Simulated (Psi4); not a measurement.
# HF/3-21G run of C2H2Cl2F2 (1,1-dichloro-2,2-difluoroethane)

Aim: the vertical singlet–triplet gap of C2H2Cl2F2 (1,1-dichloro-2,2-difluoroethane) at HF/3-21G, from 2 runs. 

The calculation is run with Psi4 1.11.

### 1 Starting point

The species is C2H2Cl2F2 (8 atoms), meant as a singlet with charge 0. SMILES: `FC(F)C(Cl)Cl`. The coordinates come from a PBE0-D4/def2-TZVP relaxation. This is one conformer, not always the lowest.

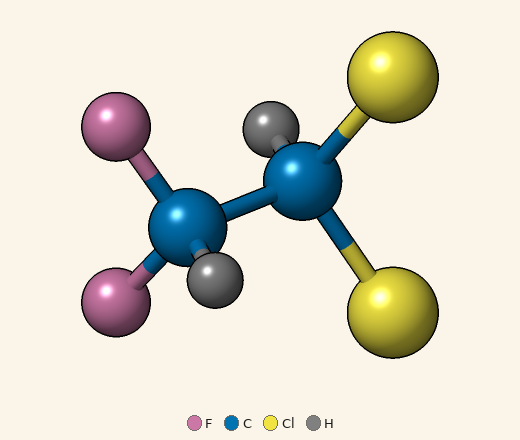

Viewed from a chosen angle; fluorine pink, carbon blue, chlorine yellow, hydrogen grey.

### 2 A single-point energy at HF/3-21G

The input, calc.inp:

```
memory 2.2 GB

molecule {
  F
  C 1 1.348355
  F 2 1.348334 1 107.46106
  C 2 1.524247 3 109.09087 1 -118.14883
  Cl 4 1.760745 2 109.43277 3 -60.14409
  Cl 4 1.760681 2 109.44081 3 177.22102
  H 2 1.093825 3 109.45946 1 118.784
  H 4 1.088528 2 109.75199 7 179.9716
  symmetry c1
  no_reorient
  no_com
}

set puream true
set e_convergence 1e-09
set d_convergence 1e-08
set scf_type pk

e_tot, wfn = energy("scf/3-21G", return_wfn=True)
oeprop(wfn, "MULLIKEN_CHARGES", "WIBERG_LOWDIN_INDICES", "DIPOLE")
print_variables()
```

Run with:

```console
$ psi4 -n 1 calc.inp calc.out
```

calc.out:

```text
[...]
  Running in c1 symmetry.
[...]
  Nuclear repulsion =  380.494922075887530
[...]
  Multiplicity = 1
[...]
  Nalpha       = 33
  Nbeta        = 33
[...]
    Number of basis functions: 66
[...]
   @RHF iter   1: -1188.74148207368148   -2.71715e-01   6.56045e-03 DIIS/ADIIS
[...]
   @RHF iter  11: -1188.84505108450753   -1.02318e-11   6.60057e-09 DIIS
[...]
    Orbital Energies [Eh]
    ---------------------
    Doubly Occupied:
       1A   -104.140047     2A   -104.139814     3A    -26.205975
       4A    -26.205171     5A    -11.398884     6A    -11.344907
       7A    -10.536355     8A    -10.535551     9A     -7.999791
      10A     -7.999699    11A     -7.995014    12A     -7.994853
      13A     -7.994850    14A     -7.994735    15A     -1.689923
      16A     -1.618931    17A     -1.254556    18A     -1.130065
      19A     -1.023147    20A     -0.896424    21A     -0.803849
      22A     -0.767145    23A     -0.765023    24A     -0.681172
      25A     -0.677510    26A     -0.637889    27A     -0.615200
      28A     -0.596493    29A     -0.571272    30A     -0.497013
      31A     -0.492076    32A     -0.470516    33A     -0.466842
[...]
  @RHF Final Energy: -1188.84505108450753
   => Energetics <=
    Nuclear Repulsion Energy =            380.4949220758875299
    One-Electron Energy =               -2402.3985590919110109
    Two-Electron Energy =                 833.0585859315159496
    Total Energy =                      -1188.8450510845073040
[...]
 Multipole Moments:
 ------------------------------------------------------------------------------------
     Multipole            Electronic (a.u.)      Nuclear  (a.u.)        Total (a.u.)
 ------------------------------------------------------------------------------------
 L = 1.  Multiply by 2.5417464519 to convert [e a0] to [Debye]
 Dipole X            :         -0.2746897            0.2437290           -0.0309607
 Dipole Y            :         -0.2883011            0.3267352            0.0384341
 Dipole Z            :         -0.2122299            0.2405938            0.0283639
 Magnitude           :                                                    0.0569232
[...]
  Mulliken Charges: (a.u.)
   Center  Symbol    Alpha    Beta     Spin     Total
       1     F     4.69350  4.69350  0.00000 -0.38701
       2     C     2.64885  2.64885  0.00000  0.70229
       3     F     4.69351  4.69351  0.00000 -0.38701
       4     C     3.41265  3.41265  0.00000 -0.82529
       5    CL     8.42973  8.42973  0.00000  0.14053
       6    CL     8.42969  8.42969  0.00000  0.14062
       7     H     0.37721  0.37721  0.00000  0.24558
       8     H     0.31486  0.31486  0.00000  0.37029
   Total alpha = 33.00000, Total beta = 33.00000, Total charge =  0.00000
[...]
```

Run time: 3 s. Hardware: 1 thread of Intel Xeon Platinum 8259CL at 2.50GHz (Skylake/Cascade Lake), shared host; peak memory 0.21 GiB.

### 3 The triplet: energy and forces at UHF/3-21G

The input, run.py:

```python
import psi4

psi4.set_memory(2200000000)
psi4.set_num_threads(1)
psi4.core.set_output_file('run.log', False)

molecule = psi4.geometry("""
0 3
F      0.77170746    -2.14922332     2.48459301
C      1.27154002    -0.58857410     0.53345079
F      2.43128384    -1.96578760    -1.26946132
C     -1.20880111     0.43578974    -0.51313623
Cl    -0.58502141     2.35917189    -3.15559696
Cl    -2.80994716     2.11163666     1.87394691
H      2.53393376     0.92129818     1.16531851
H     -2.40471429    -1.12431146    -1.11911471
units au
symmetry c1
""")

options = {'basis': '3-21G', 'reference': 'uhf', 'puream': True, 'e_convergence': 1e-09, 'd_convergence': 1e-08, 'scf_type': 'pk', 'maxiter': 100}
psi4.set_options(options)

energy_value, wavefunction = psi4.gradient("scf", molecule=molecule, return_wfn=True)
print('gradient / Eh bohr^-1')
print(energy_value.np.round(6))
print(f'energy = {wavefunction.energy():.10f} Eh')
```

Run with:

```console
$ python run.py
```

run.log (excerpt; [...] marks lines left out):

```text
[...]
  Running in c1 symmetry.
[...]
  Nuclear repulsion =  380.494885545790055
[...]
  Multiplicity = 3
[...]
  Nalpha       = 34
  Nbeta        = 32
[...]
    Number of basis functions: 66
[...]
   @UHF iter   1: -1188.41718504018900    5.25805e-02   6.53917e-03 ADIIS/DIIS
[...]
   @UHF iter  43: -1188.54982617425480    9.32232e-12   8.37206e-09 DIIS
[...]
   @S^2 Observed:                2.022522387E+00
[...]
  @UHF Final Energy: -1188.54982617425480
   => Energetics <=
    Nuclear Repulsion Energy =            380.4948855457900549
    One-Electron Energy =               -2402.3466757791129567
    Two-Electron Energy =                 833.3019640590680410
    Total Energy =                      -1188.5498261742548038
  UHF NO Occupations:
  HONO-2 :   32  A 1.9921995
  HONO-1 :   33  A 1.0000000
[...]
 Multipole Moments:
 ------------------------------------------------------------------------------------
     Multipole            Electronic (a.u.)      Nuclear  (a.u.)        Total (a.u.)
 ------------------------------------------------------------------------------------
 L = 1.  Multiply by 2.5417464519 to convert [e a0] to [Debye]
 Dipole X            :          0.3187676           -0.3050282            0.0137394
 Dipole Y            :         -0.3363669            0.3418579            0.0054910
 Dipole Z            :          0.1259030           -0.1188945            0.0070085
 Magnitude           :                                                    0.0163719
[...]
  -Total Gradient:
     Atom            X                  Y                   Z
    ------   -----------------  -----------------  -----------------
       1        0.003687470524     0.010566023440    -0.018371122894
       2       -0.004128238918    -0.017397686172    -0.002698052532
       3       -0.011468320475     0.008900456935     0.015900047210
       4       -0.056494432622     0.102752410320    -0.019941613503
       5       -0.036036654618    -0.064240394316     0.142591362858
       6        0.083349137347    -0.050938082684    -0.127303359834
       7        0.010479500938     0.008477255820     0.005046359959
       8        0.010611537809     0.001880016652     0.004776378757
[...]
```

On the terminal:

```text
gradient / Eh bohr^-1
[[ 0.003687  0.010566 -0.018371]
 [-0.004128 -0.017398 -0.002698]
 [-0.011468  0.0089    0.0159  ]
 [-0.056494  0.102752 -0.019942]
 [-0.036037 -0.06424   0.142591]
 [ 0.083349 -0.050938 -0.127303]
 [ 0.01048   0.008477  0.005046]
 [ 0.010612  0.00188   0.004776]]
energy = -1188.5498261743 Eh
```

Wall time 4.8 s (1 thread of Intel Xeon Platinum 8259CL at 2.50GHz (Skylake/Cascade Lake), shared host); peak memory 0.21 GiB.

### 4 Outcome

Level: HF/3-21G.

| quantity | value |
| --- | --- |
| singlet: total energy | -1188.84505 Eh |
| singlet: dipole moment | 0.14 D |
| singlet: HOMO energy | -12.70 eV |
| singlet: LUMO energy | 3.91 eV |
| singlet: HOMO–LUMO gap | 16.61 eV |
| triplet: total energy | -1188.54983 Eh |
| triplet: dipole moment | 0.04 D |
| triplet: HOMO energy (highest over α and β) | -5.43 eV |
| triplet: LUMO energy (lowest over α and β) | -4.59 eV |
| triplet: ⟨S²⟩ | 2.023 |
| triplet: largest force on an atom | 8.253 eV/Å |
| vertical energy of the triplet above the singlet | 8.033 eV |

What this shows: At this shape the triplet lies 8.03 eV (775 kJ/mol) above the singlet.
